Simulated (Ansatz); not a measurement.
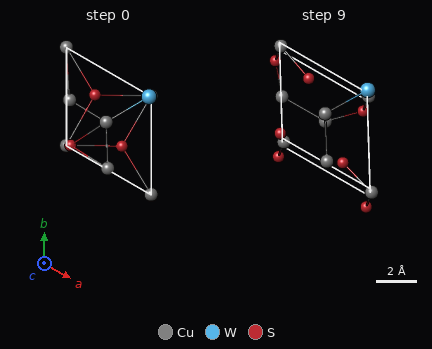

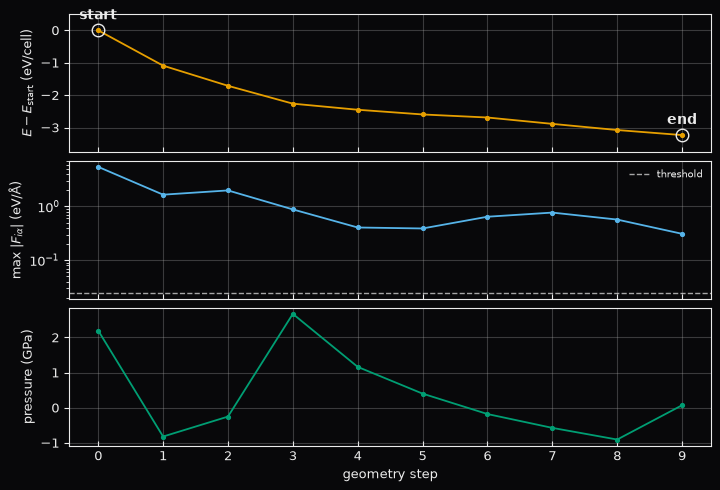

First and last geometry of a relaxation of crystalline Cu4WS4 (a generated structure, set up in P1) (coarse preliminary run), with the history of the run. Style: ball-and-stick. Shown: the cell of the calculation, along the c axis.

Method: DFT PBE, scalar-relativistic, plane waves, PAW (Ansatz). Set-up: plane-wave cutoff 420 eV; k-point mesh 6 × 6 × 4; occupations gaussian; smearing width 0.2 eV; no spin polarisation; cell and atoms relaxed; force threshold 0.025 eV/Å; at most 60 steps.

Question: What do the curves and the structures tell?

Answer: The run was cut off at its time limit before the relaxation converged, so the last structure is only a point on the way. Over 9 geometry steps the energy falls by 3.232 eV per cell of the calculation. The largest force component goes from 5.5 to 0.31 eV/Å. The pressure goes from 2.20 to 0.07 GPa. The atom that moves furthest relative to the cell is an S atom (1.21 Å roughly along [1 −2 −1]). Largest moves by element: S 1.21 Å, Cu 0.62 Å, W 0.26 Å. The volume changes by +6.7 %, with a 4.981 → 5.152 Å (+3.4 %), b 5.013 → 4.887 Å (−2.5 %), c 8.760 → 9.430 Å (+7.6 %), α 92.5° → 87.7°, β 89.5° → 92.1°, γ 120.0° → 121.7°. Some distances before and after: Cu–S 3.312 → 2.271 Å, Cu–S 3.368 → 2.401 Å, Cu–S 2.944 → 3.867 Å, Cu–S 2.925 → 3.756 Å. New bonds form, among them: S–S (2.78 → 2.03 Å). Bond angles that change, for instance: W–Cu–W 176.2° → 142.6°, Cu–S–W 175.9° → 145.3°, W–Cu–W 165.8° → 139.8°. The space group stays P1 (No. 1).
